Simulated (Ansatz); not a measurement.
# One shape, several levels: BH3S (SMILES BS)

Wanted: a comparison of 6 runs (BHLYP/STO-3G, UPBE0/STO-3G, revPBE/STO-3G, RPA@PBE/STO-3G, CCSDT(Q)/STO-3G, FCI/STO-3G) of BH3S. 

The calculation is run with Ansatz 0.2.0.

54 further runs of the same task are left out: 2 that didn't finish, 52 set aside as unsound or not needed.

## 1. Starting point

BH3S has 5 atoms, charge 0, and is taken as a singlet. SMILES: `BS`. The S2–B1 distance was set to 2.206 Å, away from the relaxed value.

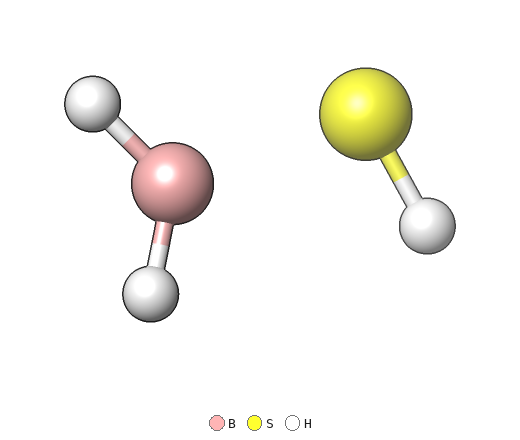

Viewed from a chosen angle; boron pink, sulfur yellow, hydrogen white.

## 2. The energy at BHLYP/STO-3G (run 1)

File input.yaml:

```yaml
crystal:
  periodic: [false, false, false]
  atoms:
    - {symbol: B, position_ang: [-0.530536, -0.835432, 0.148694]}
    - {symbol: S, position_ang: [0.161700, 1.236900, -0.154300]}
    - {symbol: H, position_ang: [-1.701336, -0.970832, 0.324794]}
    - {symbol: H, position_ang: [0.228664, -1.752032, 0.134794]}
    - {symbol: H, position_ang: [1.476100, 1.004400, -0.313600]}
basis:
  gaussian:
    orbitals: STO-3G
hamiltonian:
  xc: {name: BHLYP}
accuracy: high
```

Run with:

```bash
$ ansatz run input.yaml --threads 1 --pin off --max-ram 2610MiB --events-out events.jsonl --progress --plain --runs-dir runs
```

Output:

```text
Warning: RAYON_NUM_THREADS=1 ignored (pool sized by the plan → 1); use --threads N
Functional definition: BHLYP
  name "BHLYP"
  parameter a = 0.5
  exchange = (1 - a)*b88_x + a*exact_x
  correlation = lyp_c
279 factors; integrals over basis functions are off by at most 1.7e-8 eV
mean field evaluation 1: about -11429.0839 eV, gradient 1.4e1 eV
mean field evaluation 2: about -11428.7544 eV, gradient 1.8e1 eV
mean field evaluation 4: about -11430.0739 eV, gradient 2.2e-1 eV
mean field evaluation 8: about -11430.0409 eV, gradient 1.4e-3 eV
mean field evaluation 16: about -11430.0409 eV, gradient 6.1e-9 eV
mean field -11430.04088571 eV, -420.0462549899 hartree, gradient 6.2e-9 eV, S^2 0.000000; 0 other end points of the search recorded, 0 dependent functions left out
reference -11430.04090360 eV, -420.0462556474 hartree; 12, 12 occupied and 5, 5 virtual orbitals, 279 factors
Total energy: -11430.04090360 eV, -420.0462556474 hartree
```

Run time: 0.86 s. Hardware: 1 thread of Arm Neoverse V1, shared host.

## 3. The energy at UPBE0/STO-3G (run 2)

File run.yaml:

```yaml
crystal:
  periodic: [false, false, false]
  atoms:
    - symbol: B
      position_ang: [-0.530536, -0.835432, 0.148694]
    - symbol: S
      position_ang: [0.161700, 1.236900, -0.154300]
    - symbol: H
      position_ang: [-1.701336, -0.970832, 0.324794]
    - symbol: H
      position_ang: [0.228664, -1.752032, 0.134794]
    - symbol: H
      position_ang: [1.476100, 1.004400, -0.313600]
basis:
  gaussian:
    orbitals: STO-3G
magnetization:
  spin_polarized: true
hamiltonian:
  xc: pbe0
accuracy: high
```

Run with:

```bash
$ ansatz run run.yaml --threads 1 --pin off --max-ram 2610MiB --events-out events.jsonl --progress --plain --runs-dir runs
```

Output:

```text
Warning: RAYON_NUM_THREADS=1 ignored (pool sized by the plan → 1); use --threads N
Functional definition: PBE0
  name "PBE0"
  parameter a = 0.25
  parameter kappa = 0.804
  parameter beta = 0.06672455060314922
  exchange = (1 - a)*pbe_x(kappa = kappa, mu = beta*pi^2/3) + a*exact_x
  correlation = pbe_c(beta = beta)
279 factors; integrals over basis functions are off by at most 1.7e-8 eV
mean field evaluation 1: about -11425.2440 eV, gradient 7.6e0 eV
mean field evaluation 2: about -11423.4015 eV, gradient 1.8e1 eV
mean field evaluation 4: about -11425.7548 eV, gradient 2.0e-1 eV
mean field evaluation 8: about -11425.7006 eV, gradient 2.7e-3 eV
mean field -11425.70058740 eV, -419.8867519691 hartree, gradient 8.0e-8 eV, S^2 0.000000; 0 other end points of the search recorded, 0 dependent functions left out
reference -11425.70058872 eV, -419.8867520174 hartree; 12, 12 occupied and 5, 5 virtual orbitals, 279 factors
Total energy: -11425.70058872 eV, -419.8867520174 hartree
```

It took 1.4 s on 1 thread of Arm Neoverse V1, shared host; peak memory 0.12 GiB.

## 4. The energy at revPBE/STO-3G (run 3)

input.yaml: that of step 2 with these lines changed.

```diff
@@ -1 +1,3 @@
+basis:
+  gaussian: {orbitals: STO-3G}
 crystal:
@@ -8,7 +10,3 @@
     - {symbol: H, position_ang: [1.476100, 1.004400, -0.313600]}
-basis:
-  gaussian:
-    orbitals: STO-3G
-hamiltonian:
-  xc: {name: BHLYP}
 accuracy: high
+hamiltonian: {xc: {name: revPBE}}
```

Run with:

```bash
$ ansatz run input.yaml --threads 1 --pin off --max-ram 2610MiB --events-out events.jsonl --progress --plain --runs-dir runs
```

Output:

```text
Warning: RAYON_NUM_THREADS=1 ignored (pool sized by the plan → 1); use --threads N
Functional definition: revPBE
  name "revPBE"
  parameter kappa = 1.245
[... 1 set-up line as earlier in the session ...]
  exchange = pbe_x(kappa = kappa, mu = beta*pi^2/3)
[... 1 set-up line as earlier in the session ...]
279 factors; integrals over basis functions are off by at most 1.7e-8 eV
mean field evaluation 1: about -11428.2872 eV, gradient 7.1e0 eV
mean field evaluation 2: about -11427.7754 eV, gradient 1.4e1 eV
mean field evaluation 4: about -11428.4692 eV, gradient 1.1e0 eV
mean field evaluation 8: about -11428.4002 eV, gradient 9.9e-3 eV
mean field evaluation 16: about -11428.4002 eV, gradient 3.3e-9 eV
mean field -11428.40023274 eV, -419.9859621054 hartree, gradient 4.1e-9 eV, S^2 0.000000; 0 other end points of the search recorded, 0 dependent functions left out
reference -11428.40023492 eV, -419.9859621855 hartree; 12, 12 occupied and 5, 5 virtual orbitals, 279 factors
Total energy: -11428.40023492 eV, -419.9859621855 hartree
```

Run time: 0.87 s. Hardware: 1 thread of Arm Neoverse V1, shared host.

Runs 4 to 5 aren't shown in full; the table further down has their settings and results.

## 5. The energy at FCI/STO-3G (run 6)

File run.yaml:

```yaml
basis:
  gaussian: {orbitals: STO-3G}
crystal:
  periodic: [false, false, false]
  atoms:
    - {symbol: B, position_ang: [-0.530536, -0.835432, 0.148694]}
    - {symbol: S, position_ang: [0.161700, 1.236900, -0.154300]}
    - {symbol: H, position_ang: [-1.701336, -0.970832, 0.324794]}
    - {symbol: H, position_ang: [0.228664, -1.752032, 0.134794]}
    - {symbol: H, position_ang: [1.476100, 1.004400, -0.313600]}
correlation: {method: fci, frozen_orbitals: {B: 1, H: 0, S: 5}}
accuracy: high
```

Run with:

```bash
$ ansatz run run.yaml --threads 1 --pin off --max-ram 2610MiB --events-out events.jsonl --progress --plain --runs-dir runs
```

Output:

```text
Warning: RAYON_NUM_THREADS=1 ignored (pool sized by the plan → 1); use --threads N
Functional definition: HF
  name "HF"
  exchange = exact_x
  correlation = 0
279 factors; integrals over basis functions are off by at most 1.7e-8 eV
mean field evaluation 1: about -11405.6708 eV, gradient 1.9e1 eV
mean field evaluation 2: about -11405.6800 eV, gradient 1.9e1 eV
mean field evaluation 4: about -11407.6169 eV, gradient 1.6e0 eV
mean field evaluation 8: about -11407.6399 eV, gradient 3.7e-2 eV
mean field -11407.63986636 eV, -419.2230327128 hartree, gradient 4.3e-9 eV, S^2 0.000000; 0 other end points of the search recorded, 0 dependent functions left out
6 core orbitals not correlated: weight in the atoms' cores, before any rotation towards them, 1.000 or more for the frozen orbitals, at most 0.000 for the correlated occupied ones
reference -11407.63986636 eV, -419.2230327128 hartree; 6, 6 occupied and 5, 5 virtual orbitals, 279 factors
state -11410.42634966 eV, -419.3254340853 hartree
Total energy: -11410.42634966 eV, -419.3254340853 hartree
```

Run time: 1.1 s. Hardware: 1 thread of Arm Neoverse V1, shared host.

## 6. Overview of the runs

```
run            level  frozen core orbitals  energy (Eh)  wall time
  1     BHLYP/STO-3G                     –  -420.046256     0.86 s
  2     UPBE0/STO-3G                     –  -419.886752      1.4 s
  3    revPBE/STO-3G                     –  -419.985962     0.87 s
  4   RPA@PBE/STO-3G                     6  -419.380965      1.2 s
  5  CCSDT(Q)/STO-3G                     6  -419.325682     0.22 s
  6       FCI/STO-3G                     6  -419.325434      1.1 s
```

## 7. Summary of results

```
                                          quantity          value
                               run 6: total energy  -419.32543 Eh
run 6: correlation energy (6 core orbitals frozen)     -102.4 mEh
```

What this shows: Against full CI in this basis: CCSDT(Q) -0.2 mEh. Totals of different functionals can't be ranked against each other. In runs 1, 2, 3, 4, 5, 6 the basis is minimal, so the values are rough. All runs together took 5.6 s, the longest 1.4 s.
